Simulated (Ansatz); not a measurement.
## A hypothetical structure for CdHF

Starting from a made-up structure for CdHF, the aim is the relaxed cell, its shortest contacts and, where a second run follows, its electronic structure.

Calculated with Ansatz 0.2.0; DFT, r2SCAN, plane-wave PAW, files of the set soft_1, scalar-relativistic, no spin, cell and ions relaxed at zero pressure; PAW set soft_1, in the first sound run; inputs show where later runs differ.

## 1. Starting point

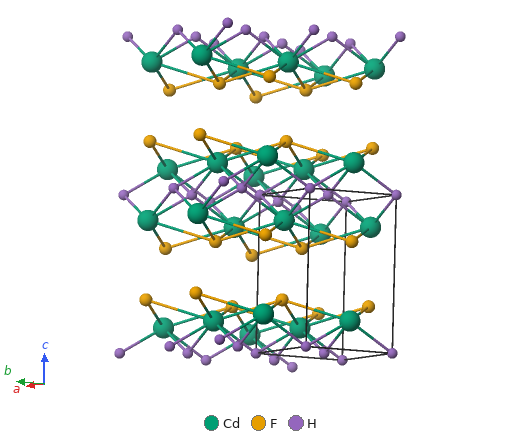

The cell as given, from a free direction (cadmium teal, fluorine orange, hydrogen purple). 2×2×2 cells are drawn. Some periodic images of atoms are drawn too.

As a file:

```cif
data_structure
_symmetry_space_group_name_H-M 'P4/nmm:1'
_symmetry_Int_Tables_number 129
_cell_length_a 3.6210
_cell_length_b 3.6210
_cell_length_c 5.7730
_cell_angle_alpha 90.000
_cell_angle_beta 90.000
_cell_angle_gamma 90.000
_cell_volume 75.69
loop_
_atom_site_label
_atom_site_type_symbol
_atom_site_symmetry_multiplicity
_atom_site_Wyckoff_symbol
_atom_site_fract_x
_atom_site_fract_y
_atom_site_fract_z
_atom_site_occupancy
Cd1 Cd 2 c 0.50000 0.00000 0.81770 1
F1 F 2 c 0.50000 0.00000 0.31630 1
H1 H 2 a 0.50000 0.50000 0.00000 1
```

## 2. Relaxing cell and atoms

The guess takes its coordinates from another compound and its volume from a rule, so the cell and any free coordinates are relaxed together.

Contents of input.yaml:

```yaml
crystal:
  lattice:
    - [3.621, 0.0, 0.0]
    - [0.0, 3.621, 0.0]
    - [0.0, 0.0, 5.773]
  atoms:
    - { symbol: Cd, position: [0.5, 0.0, 0.8177] }
    - { symbol: Cd, position: [0.0, 0.5, 0.1823] }
    - { symbol: F, position: [0.5, 0.0, 0.3163] }
    - { symbol: F, position: [0.0, 0.5, 0.6837] }
    - { symbol: H, position: [0.5, 0.5, 0.0] }
    - { symbol: H, position: [0.0, 0.0, 0.0] }
kpoints:
  mp_grid: { grid: [7, 7, 5] }
scf:
  occupations: { method: fermi_dirac, width: 0.05 }
hamiltonian:
  xc: r2scan
  pseudopotentials: { kind: paw, azcp: { folder: soft_1 } }
relax:
  f_tol: 0.015
  max_steps: 70
  cell: {}
output:
  forces: true
  stress: true
```

Launch:

```
$ ansatz run input.yaml --threads 4 --pin off --max-ram 10240MiB --backend cpu --events-out ev --progress --plain --runs-dir out
```

Numbers of over 12 decimals in the logs are rounded to 6 here.

The program printed:

```text
Engine: ansatz 0.2.0, x86_64-unknown-linux-gnu
Pseudopotentials: kind: paw
Pseudopotential: Cd, paw, valence charge 20, recommended cutoff 500 eV (meta_gga), soft_1/Cd.paw.azcp
Pseudopotential: F, paw, valence charge 7, recommended cutoff 500 eV (meta_gga), soft_1/F.paw.azcp
Pseudopotential: H, paw, valence charge 1, recommended cutoff 500 eV (meta_gga), soft_1/H.paw.azcp
Functional definition: r2SCAN
  parameter k0 = 0.174
  parameter k1 = 0.065
  parameter a1 = 4.9479
  exchange = r2scan_x(k0 = k0, k1 = k1, a1 = a1)
  correlation = r2scan_c
Crystal: 6 atoms, lattice volume = 75.694 Å³
Basis set: ecut = 500 eV, 1941 PW (Γ), exchange–correlation on 108×108×180 points (64 copies of the dense FFT grid, shifted against one another)
Bands: 34, of which v1, the nominal top of the filled ones, is band 28 counted from 1 (27 counted from 0)
Symmetry: 16 space group operations
Space group: P4/nmm (ITA 129), of the structure as read, at distance tolerance 4.2e-5 Å
k-points: 30 of 245
Non-local potential: Cd, projectors of the file, l = 0: 3, l = 1: 2, l = 2: 2, l = 3: 1
Non-local potential: F, projectors of the file, l = 0: 2, l = 1: 2, l = 2: 1
Non-local potential: H, projectors of the file, l = 0: 2, l = 1: 1
PAW form: soft (Blöchl's): semilocal exchange-correlation on the pseudo side does not see the compensation charge
PAW frozen core: Cd, regenerated for the run's functional (the file was generated under x = pbe(κ = 0.804, μ = 0.219515), c = pbe(β = 0.066725))
PAW frozen core: F, regenerated for the run's functional (the file was generated under x = pbe(κ = 0.804, μ = 0.219515), c = pbe(β = 0.066725))
PAW one-centre angular grid: Cd, 590 points (default); XC on 160 Gauss nodes
PAW one-centre angular grid: F, 302 points (default); XC on 160 Gauss nodes
PAW one-centre angular grid: H, 302 points (default); XC on 160 Gauss nodes
Initial density: superposition of atomic densities (chi_scale 0.1, normalization cell, long waves kept (reshape's long-wave potential 0.89 eV rms))
Initial wavefunctions: pseudopotential atomic-orbital guess
Functional: x = r2scan, c = r2scan; τ floored in thin density (d = 2e-4 eV/Å³)
SCF iter   1: F=—  HF=-18204.832040 eV  |F-HF|=—  |Δ(HF+E_count)|=         —  Δρ=3.56e-1  dr2=1.22e2  dr2_τ=2.22e0  ethr=3.10e-3  ⟨swp⟩=6.8  Hψ=4282  notcnv=0
preconditioner: auto → LDOS  [metal: Δε(μ)=0.028 eV  Ē_g=14.822 eV  σ=0.050 eV  W_gap=0.14  n_scr=20 (ndim 8)  ℏωp=27.0 eV  f_vac=0.069  D(μ)=2.72/eV (n_scr^D=20)  β→1.0]
SCF iter   2: F=—  HF=-18193.539657 eV  |F-HF|=—  |Δ(HF+E_count)|=    1.13e1  Δρ=2.00e-1  dr2=2.02e1  dr2_τ=2.17e1  ethr=3.10e-3  ⟨swp⟩=4.2  Hψ=3079  notcnv=0  defer=21
SCF iter   3: F=—  HF=-18188.664902 eV  |F-HF|=—  |Δ(HF+E_count)|=    4.87e0  Δρ=1.04e-1  dr2=6.41e0  dr2_τ=3.70e-1  ethr=3.10e-3  ⟨swp⟩=3.2  Hψ=2742  notcnv=0  defer=38
SCF iter   4: F=—  HF=-18186.850700 eV  |F-HF|=—  |Δ(HF+E_count)|=    1.81e0  Δρ=1.83e-2  dr2=5.33e-1  dr2_τ=1.38e-2  ethr=3.10e-3  ⟨swp⟩=2.7  Hψ=2005  notcnv=0  defer=15
automatic band count: iteration 4 solves 33 bands in place of 34: the levels show a gap, and the empty bands left out lie too high to hold charge; the band table lists the bands solved (type scf.n_extra_bands for more)
SCF iter   5: F=—  HF=-18186.745954 eV  |F-HF|=—  |Δ(HF+E_count)|=   1.05e-1  Δρ=1.23e-2  dr2=1.21e-1  dr2_τ=5.78e-3  ethr=9.51e-4  ⟨swp⟩=6.2  Hψ=3040  notcnv=0  defer=8
automatic band count: iteration 5 solves 34 bands in place of 33: the levels no longer show a gap clear of their residuals, so the SCF keeps every band
SCF iter   6: F=—  HF=-18186.725473 eV  |F-HF|=—  |Δ(HF+E_count)|=   2.05e-2  Δρ=2.65e-3  dr2=3.61e-3  dr2_τ=4.40e-4  ethr=2.16e-4  ⟨swp⟩=2.4  Hψ=1629  notcnv=0  defer=36
SCF iter   7: F=—  HF=-18186.725623 eV  |F-HF|=—  |Δ(HF+E_count)|=   1.50e-4  Δρ=1.43e-3  dr2=2.06e-3  dr2_τ=7.65e-5  ethr=6.45e-6  ⟨swp⟩=2.4  Hψ=1786  notcnv=0  defer=36
SCF iter   8: F=—  HF=-18186.725096 eV  |F-HF|=—  |Δ(HF+E_count)|=   5.27e-4  Δρ=1.82e-4  dr2=3.79e-5  dr2_τ=8.74e-7  ethr=3.67e-6  ⟨swp⟩=2.0  Hψ=1180  notcnv=0  defer=36
SCF iter   9: F=—  HF=-18186.725084 eV  |F-HF|=—  |Δ(HF+E_count)|=   1.18e-5  Δρ=2.57e-5  dr2=4.96e-7  dr2_τ=2.30e-8  ethr=6.78e-8  ⟨swp⟩=2.0  Hψ=1201  notcnv=0  defer=36
SCF iter  10: F=-18186.725084 eV  HF=-18186.725084 eV  |F-HF|=1.75e-9  |Δ(HF+E_count)|=   5.66e-8  Δρ=2.06e-6  dr2=3.16e-9  dr2_τ=3.61e-10  ethr=1.79e-10  ⟨swp⟩=4.2  Hψ=3422  notcnv=0
SCF 1 converged in 10 iterations: F = -18186.725084 eV  dr2 = 3.16e-9
  greatest PAW one-centre occupation: 1.001 electrons in one spin orbital (limit 2), on the Cd atom at site 1 (counted from 0), in its partial waves of l = 0
relax step   1: F+E_penalty+E_count = -18186.72508447 eV  Δ(F+E_penalty+E_count) = +0.000e0 eV  max|allowed force component| = 8.637e-1 eV/Å  Δτ_max = 0.0000 Å  P = -6.283 GPa  Ω = 75.694 Å³  (10 SCF iters, dr2 threshold 1.00e-7 eV, accepted)
Crystal: 6 atoms, lattice volume = 69.049 Å³
Basis set: ecut = 500 eV, 1757 PW (Γ), exchange–correlation on 108×108×180 points (64 copies of the dense FFT grid, shifted against one another)
Initial density: handed on by an earlier stage of this run
Initial wavefunctions: those handed on with the density
iter 1 solved again at ethr=2.22e-3 eV; its pass at ethr=3.10e-3 eV (dr2=1.24e0 eV) is discarded
SCF iter   1: F=—  HF=-18187.196352 eV  |F-HF|=—  |Δ(HF+E_count)|=         —  Δρ=4.94e-2  dr2=1.24e0  dr2_τ=5.66e0  ethr=2.22e-3  ⟨swp⟩=1.0  Hψ=4578  notcnv=0
automatic band count: iteration 1 solves 32 bands in place of 34: the levels show a gap, and the empty bands left out lie too high to hold charge; the band table lists the bands solved (type scf.n_extra_bands for more)
preconditioner: auto → Resta (q_TF=auto, 2.635 Å⁻¹)  ε∞=5.6  [insulator: Δε(μ)=0.430 eV  Ē_g=13.206 eV  σ=0.050 eV  W_gap=0.61  n_scr=20 (ndim 8)  ℏωp=28.3 eV  f_vac=0.032  D(μ)=0.34/eV (n_scr^D=0)  ε∞_Penn≈5.6]
SCF iter   2: F=—  HF=-18187.550573 eV  |F-HF|=—  |Δ(HF+E_count)|=   3.54e-1  Δρ=2.00e-2  dr2=2.58e-1  dr2_τ=2.00e-2  ethr=2.22e-3  ⟨swp⟩=3.0  Hψ=1721  notcnv=0
SCF iter   3: F=—  HF=-18187.485702 eV  |F-HF|=—  |Δ(HF+E_count)|=   6.49e-2  Δρ=8.17e-3  dr2=7.97e-2  dr2_τ=2.75e-3  ethr=4.61e-4  ⟨swp⟩=2.1  Hψ=1511  notcnv=0
SCF iter   4: F=—  HF=-18187.462739 eV  |F-HF|=—  |Δ(HF+E_count)|=   2.30e-2  Δρ=2.32e-3  dr2=5.06e-3  dr2_τ=2.63e-4  ethr=1.42e-4  ⟨swp⟩=2.9  Hψ=1359  notcnv=0
SCF iter   5: F=—  HF=-18187.462650 eV  |F-HF|=—  |Δ(HF+E_count)|=   8.94e-5  Δρ=7.64e-4  dr2=3.92e-4  dr2_τ=2.30e-5  ethr=9.04e-6  ⟨swp⟩=6.1  Hψ=3024  notcnv=0  defer=19
[...]
SCF iter   5: F=—  HF=-18187.765177 eV  |F-HF|=—  |Δ(HF+E_count)|=   2.82e-4  Δρ=8.25e-4  dr2=3.54e-4  dr2_τ=2.56e-5  ethr=9.23e-6  ⟨swp⟩=2.1  Hψ=1829  notcnv=0
SCF iter   6: F=—  HF=-18187.765179 eV  |F-HF|=—  |Δ(HF+E_count)|=   1.59e-6  Δρ=2.67e-4  dr2=2.81e-5  dr2_τ=3.36e-6  ethr=6.33e-7  ⟨swp⟩=6.5  Hψ=3368  notcnv=0  defer=28
automatic band count: iteration 6 solves 34 bands in place of 32: the levels no longer show a gap clear of their residuals, so the SCF keeps every band
SCF iter   7: F=—  HF=-18187.765177 eV  |F-HF|=—  |Δ(HF+E_count)|=   1.70e-6  Δρ=6.78e-5  dr2=1.72e-6  dr2_τ=1.68e-7  ethr=5.01e-8  ⟨swp⟩=2.0  Hψ=2039  notcnv=0  defer=28
SCF iter   8: F=-18187.765178 eV  HF=-18187.765178 eV  |F-HF|=4.89e-8  |Δ(HF+E_count)|=   3.52e-7  Δρ=1.90e-5  dr2=1.53e-7  dr2_τ=1.43e-8  ethr=1.07e-9  ⟨swp⟩=4.0  Hψ=3353  notcnv=0
SCF 3 converged in 8 iterations: F = -18187.765178 eV  dr2 = 1.53e-7
relax step   3: F+E_penalty+E_count = -18187.76517773 eV  Δ(F+E_penalty+E_count) = -3.025e-1 eV  max|allowed force component| = 9.300e-1 eV/Å  Δτ_max = 0.1952 Å  P = +5.268 GPa  Ω = 63.762 Å³  energy of the carried Pulay correction = +9.497e-3 eV  (8 SCF iters, dr2 threshold 6.00e-7 eV, accepted)
[...]
relax step   4: F+E_penalty+E_count = -18187.79742459 eV  Δ(F+E_penalty+E_count) = -3.225e-2 eV  max|allowed force component| = 5.736e-1 eV/Å  Δτ_max = 0.0780 Å  P = -1.909 GPa  Ω = 66.985 Å³  energy of the carried Pulay correction = +6.775e-3 eV  (7 SCF iters, dr2 threshold 6.00e-7 eV, accepted)
[...]
relax step   5: F+E_penalty+E_count = -18187.84405392 eV  Δ(F+E_penalty+E_count) = -4.663e-2 eV  max|allowed force component| = 1.857e-2 eV/Å  Δτ_max = 0.0313 Å  P = +0.427 GPa  Ω = 66.027 Å³  energy of the carried Pulay correction = +7.571e-3 eV  (7 SCF iters, dr2 threshold 6.00e-7 eV, accepted)
[...]
relax step   6: F+E_penalty+E_count = -18187.84585923 eV  Δ(F+E_penalty+E_count) = -1.805e-3 eV  max|allowed force component| = 4.188e-2 eV/Å  Δτ_max = 0.0158 Å  P = +0.327 GPa  Ω = 66.368 Å³  energy of the carried Pulay correction = +7.286e-3 eV  (7 SCF iters, dr2 threshold 6.00e-7 eV, accepted)
[...]
relax step   7: F+E_penalty+E_count = -18187.84618046 eV  Δ(F+E_penalty+E_count) = -3.212e-4 eV  max|allowed force component| = 2.156e-2 eV/Å  Δτ_max = 0.0090 Å  P = -0.011 GPa  Ω = 66.590 Å³  energy of the carried Pulay correction = +7.101e-3 eV  (6 SCF iters, dr2 threshold 3.20e-7 eV, accepted)
[...]
relax step   8: F+E_penalty+E_count = -18187.84623181 eV  Δ(F+E_penalty+E_count) = -5.135e-5 eV  max|allowed force component| = 2.328e-3 eV/Å  Δτ_max = 0.0036 Å  P = -0.031 GPa  Ω = 66.619 Å³  energy of the carried Pulay correction = +7.077e-3 eV  (5 SCF iters, dr2 threshold 2.90e-8 eV, accepted)
Basis set: ecut = 500 eV, 1723 PW (Γ), exchange–correlation on 108×108×160 points (64 copies of the dense FFT grid, shifted against one another)
Initial wavefunctions: pseudopotential atomic-orbital guess (no wavefunctions were taken with the density)
iter 1 solved again at ethr=7.40e-8 eV; its pass at ethr=3.10e-3 eV (dr2=4.14e-5 eV) is discarded
SCF iter   1: F=—  HF=-18187.838128 eV  |F-HF|=—  |Δ(HF+E_count)|=         —  Δρ=5.70e-4  dr2=1.97e-5  dr2_τ=1.37e-4  ethr=7.40e-8  ⟨swp⟩=3.0  Hψ=6259  notcnv=0
preconditioner: auto → Resta (q_TF=auto, 2.650 Å⁻¹)  ε∞=4.6  [insulator: Δε(μ)=0.393 eV  Ē_g=15.176 eV  σ=0.050 eV  W_gap=0.71  n_scr=20 (ndim 8)  ℏωp=28.8 eV  f_vac=0.024  D(μ)=0.37/eV (n_scr^D=0)  ε∞_Penn≈4.6]
SCF iter   2: F=—  HF=-18187.838160 eV  |F-HF|=—  |Δ(HF+E_count)|=   3.25e-5  Δρ=2.92e-4  dr2=6.19e-6  dr2_τ=7.63e-6  ethr=3.53e-8  ⟨swp⟩=2.0  Hψ=1570  notcnv=0
SCF iter   3: F=—  HF=-18187.838168 eV  |F-HF|=—  |Δ(HF+E_count)|=   7.46e-6  Δρ=7.30e-5  dr2=1.31e-6  dr2_τ=2.72e-7  ethr=1.11e-8  ⟨swp⟩=2.0  Hψ=1603  notcnv=0
SCF iter   4: F=—  HF=-18187.838159 eV  |F-HF|=—  |Δ(HF+E_count)|=   9.05e-6  Δρ=8.48e-6  dr2=2.21e-8  dr2_τ=3.88e-9  ethr=2.34e-9  ⟨swp⟩=2.0  Hψ=1604  notcnv=0
SCF iter   5: F=—  HF=-18187.838159 eV  |F-HF|=—  |Δ(HF+E_count)|=   6.56e-9  Δρ=1.64e-6  dr2=2.08e-9  dr2_τ=1.89e-10  ethr=3.94e-11  ⟨swp⟩=2.0  Hψ=1619  notcnv=0
SCF iter   6: F=—  HF=-18187.838159 eV  |F-HF|=—  |Δ(HF+E_count)|=  1.20e-10  Δρ=6.28e-7  dr2=2.32e-10  dr2_τ=1.56e-11  ethr=3.72e-12  ⟨swp⟩=2.0  Hψ=1557  notcnv=0
SCF iter   7: F=-18187.838159 eV  HF=-18187.838159 eV  |F-HF|=3.64e-11  |Δ(HF+E_count)|=  3.64e-12  Δρ=3.32e-7  dr2=4.17e-11  dr2_τ=4.75e-12  ethr=1.00e-12  ⟨swp⟩=4.0  Hψ=3363  notcnv=0
SCF 9 converged in 7 iterations: F = -18187.838159 eV  dr2 = 4.17e-11
relax step   9: F+E_penalty+E_count = -18187.83815863 eV  Δ(F+E_penalty+E_count) = +8.073e-3 eV  max|allowed force component| = 2.819e-3 eV/Å  Δτ_max = 0.0000 Å  P = -0.007 GPa  Ω = 66.619 Å³  stress off target by 1.07e-2 GPa  SCF on the basis re-selected at this cell (its energy is not comparable with the rows above)  (7 SCF iters)
basis re-selected at this cell: Δ(F+E_penalty+E_count) = +8.073e-3 eV, ΔP = +0.024 GPa vs the last step (what re-selecting the basis moved, of the pressure what is left beyond the Pulay correction that the steps carried, after the strain that the cell walked since its last selection, with what the two solves' SCF thresholds leave and, on support functions, any second-order correction that the steps lacked; it is no measure of the basis error at this ecutwfc). The dense FFT grid was sized anew with the basis: this SCF ran on 27×27×40 points, the steps before it on 27×27×45, so part of this shift can come from that change (see relax.cell in the input reference). [rest of the remark cut]
SCF converged after 7 iterations
Free energy (F): -18187.838159 eV
Harris-Foulkes:  -18187.838159 eV  (|F-HF|=3.64e-11)
Internal energy: -18187.835345 eV  (E = F + TS)
E sigma→0 (E₀):  -18187.836752 eV
Entropy (-TS):   -0.002813 eV (-0.469 meV/atom)
Fermi energy:    10.715917 eV
--- Per-component energies (eV) ---
  E_band       = -977.098690
  E_kinetic    = 1306.017644
  E_local      = -7277.137960  (includes V_loc(G=0)·N_el)
  E_nonlocal   = 422.298256
  E_hartree    = 3261.963216
  E_xc         = -466.655104
  E_vxc        = -679.397250  (∫ρ·V_xc dr)
  E_paw        = -8663.330845  (= ΣΔE_a)
  E_vpaw       = -1318.977861  (= ΣTr[D̂ρ^β])
  E_aug_tail   = 0.000253  (compensation charges beyond the density's cutoff)
  E_vtau       = 46.172138  (kinetic-family band-sum trace: ∫τ·v_τ [+ j·A + Jᵃ·Aᵃ] dr)
  E_ewald      = -6769.798491
  E_core_change = -1.192313  (= ΣΔE_core)
  E_smearing   = -0.002813  (= −TS)
  E_closure    = 0.000000  (closes the sum)
  Σ components = -18187.838159   (vs F -18187.838159, Δ=0.00e0)
--- Forces (eV/Å), atoms counted from 1 ---
  atom   1  Cd     0.00000000     0.00000000     0.00148832
  atom   2  Cd     0.00000000     0.00000000    -0.00148832
  atom   3  F      0.00000000     0.00000000    -0.00281904
  atom   4  F      0.00000000     0.00000000     0.00281904
  atom   5  H      0.00000000     0.00000000    -0.00000000
  atom   6  H      0.00000000     0.00000000     0.00000000
  max |Σ_I F_I| component: 4.34e-19 eV/Å
--- Stress (GPa, compression-positive) ---
       -0.010731       0.000000       0.000000
        0.000000      -0.010731       0.000000
        0.000000       0.000000      -0.001001
  P = ⅓ Tr σ = -0.0075 GPa (-0.075 kbar)
--- Relaxed structure (8 steps of the walk, 8 accepted, 1 SCFs on fresh bases) ---
  F+E_penalty+E_count = -18187.83815863 eV   max|allowed force component| = 2.819e-3 eV/Å   (the final SCF, on the basis selected at the relaxed cell)
  cell:  # Å, volume = 66.6193 Å³
    - [3.515540, 0, 0.0]
    - [0, 3.515540, 0.0]
    - [0.0, 0.0, 5.390334]
  atoms:
    - { symbol: Cd, position: [0.5, 0, 0.785162] }
    - { symbol: Cd, position: [0, 0.5, 0.214838] }
    - { symbol: F, position: [0.5, 0, 0.382565] }
    - { symbol: F, position: [0, 0.5, 0.617435] }
    - { symbol: H, position: [0.5, 0.5, 1.5024454148422046e-19] }
    - { symbol: H, position: [0, 0, 1.5024454148422034e-19] }
```

Elapsed: 22 s, on 4 threads of INTEL XEON PLATINUM 8581C at 2.10GHz (Emerald Rapids), shared host; peak memory 0.61 GiB; 76 s of CPU time.

The steps of the relaxation:

| step | energy less that of the first step (eV) | largest force component (eV/Å) | pressure (GPa) | volume (Å³) |
| --- | --- | --- | --- | --- |
| 1 | 0.0000 | 0.8637 | -6.28 | 75.69 |
| 2 | -0.7376 | 0.9160 | -4.01 | 69.05 |
| 3 | -1.0401 | 0.9300 | 5.27 | 63.76 |
| 4 | -1.0723 | 0.5736 | -1.91 | 66.98 |
| 5 | -1.1190 | 0.0186 | 0.43 | 66.03 |
| 6 | -1.1208 | 0.0419 | 0.33 | 66.37 |
| 7 | -1.1211 | 0.0216 | -0.01 | 66.59 |
| 8 | -1.1211 | 0.0023 | -0.03 | 66.62 |
| 9* | -1.1131 | 0.0028 | -0.01 | 66.62 |

Relaxation steps marked * repeat the geometry before them on a plane-wave basis chosen anew for their cell, so energy and pressure can jump there.

Forces are held to the 16 operations that the run works with; a distortion that breaks them can't arise in this run.

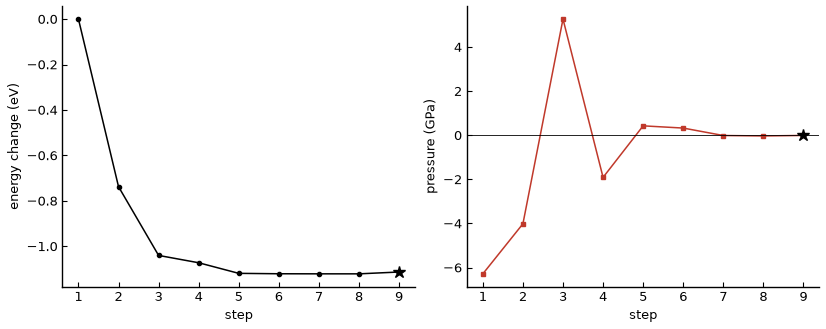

Energy and pressure along the relaxation. Stars mark steps on a basis chosen anew.

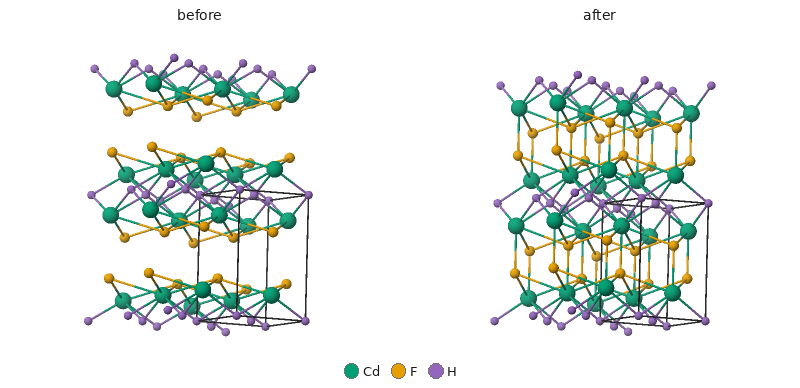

The structure before and after the relaxation, drawn at the same scale.

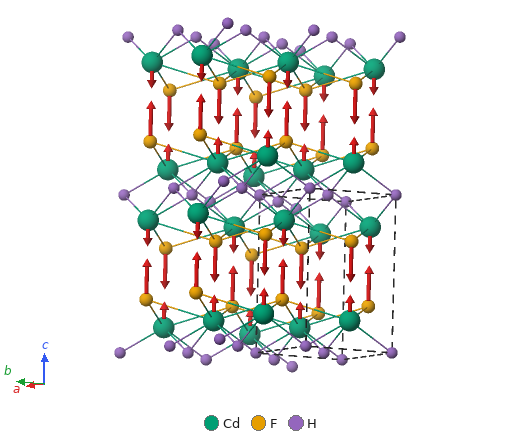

Displacements in the relaxation, exaggerated, measured against the changing cell; the longest in the cell stands for 0.36 Å. 2×2×2 cells are drawn. Some periodic images of atoms are drawn too.

| conventional cell, symmetrised | before | after | change |
| --- | --- | --- | --- |
| a (Å) | 3.621 | 3.516 | -2.9 % |
| b (Å) | 3.621 | 3.516 | -2.9 % |
| c (Å) | 5.773 | 5.390 | -6.6 % |
| volume (Å³/atom) | 12.62 | 11.10 | -12.0 % |

The atoms that moved most (Å, as changes of fractional coordinates times the final cell):

| atom | dx | dy | dz | length |
| --- | --- | --- | --- | --- |
| F4 | 0.000 | 0.000 | -0.357 | 0.357 |
| F3 | 0.000 | 0.000 | 0.357 | 0.357 |
| Cd1 | 0.000 | 0.000 | -0.175 | 0.175 |
| Cd2 | 0.000 | 0.000 | 0.175 | 0.175 |

This step gave:

- free energy: -18187.8382 eV
- energy at zero smearing: -18187.8368 eV
- smearing term TS: 0.002813 eV
- Fermi energy: 10.72 eV
- electrons: 56
- symmetry operations: 16
- pressure: -0.007488 GPa

Shortest distances by pair of elements, guess and relaxed (not always the same contact):

| pair | guess (Å) | relaxed (Å) |
| --- | --- | --- |
| Cd–H | 2.094 | 2.105 |
| Cd–F | 2.675 | 2.170 |
| H–H | 2.560 | 2.486 |
| F–H | 2.571 | 2.710 |
| F–F | 3.325 | 2.790 |

The relaxation ends with a largest force component of 0.0028 eV/Å and a pressure of -0.01 GPa.

[end of part 1 of 2]

[Logs are printed without paths, hosts, clocks, repeated set-up lines and the standing remarks that a program may print on its own settings, such as how far it seeks lower states.]

[Hosts, paths, dates, database ids (printed as entryN), source tags and the programs' standing remarks are cut or masked in the printed files.]
